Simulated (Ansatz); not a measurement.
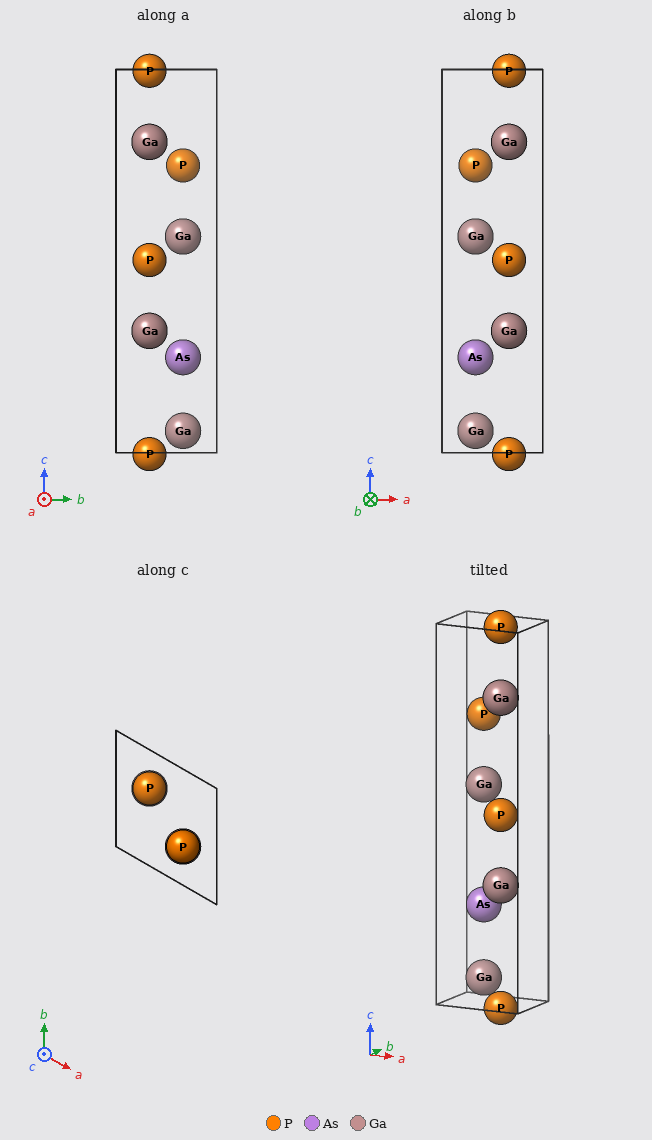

Structure drawing (spheres-only), viewed along the a axis, along the b axis, along the c axis and slightly off an axis. The conventional unit cell is drawn as a box.

Lattice parameters: a = 3.8791 Å, b = 3.8791 Å, c = 12.8008 Å, α = 90.000°, β = 90.000°, γ = 120.000°.

Question: Give the structure in the form of a CIF with its space group and independent sites, with free fractional coordinates to two decimals.

Answer:
```cif
data_structure
_symmetry_space_group_name_H-M 'P 3 m 1'
_symmetry_Int_Tables_number 156
_cell_length_a 3.8791
_cell_length_b 3.8791
_cell_length_c 12.8008
_cell_angle_alpha 90.000
_cell_angle_beta 90.000
_cell_angle_gamma 120.000
_cell_volume 166.81
loop_
_atom_site_label
_atom_site_type_symbol
_atom_site_symmetry_multiplicity
_atom_site_Wyckoff_symbol
_atom_site_fract_x
_atom_site_fract_y
_atom_site_fract_z
_atom_site_occupancy
P1 P 1 c 0.6667 0.3333 0.00 1
P2 P 1 c 0.6667 0.3333 0.50 1
P3 P 1 b 0.3333 0.6667 0.75 1
As1 As 1 b 0.3333 0.6667 0.25 1
Ga1 Ga 1 c 0.6667 0.3333 0.81 1
Ga2 Ga 1 c 0.6667 0.3333 0.32 1
Ga3 Ga 1 b 0.3333 0.6667 0.56 1
Ga4 Ga 1 b 0.3333 0.6667 0.06 1
```

The model was built from a structure type filled with these elements by a generator (whether the compound takes this form wasn't checked). Earlier steps of the study, as a rule a relaxation of our own, may have changed the cell and positions, so they can lie some per cent off the listed ones. It was run through Ansatz as a DFT input.
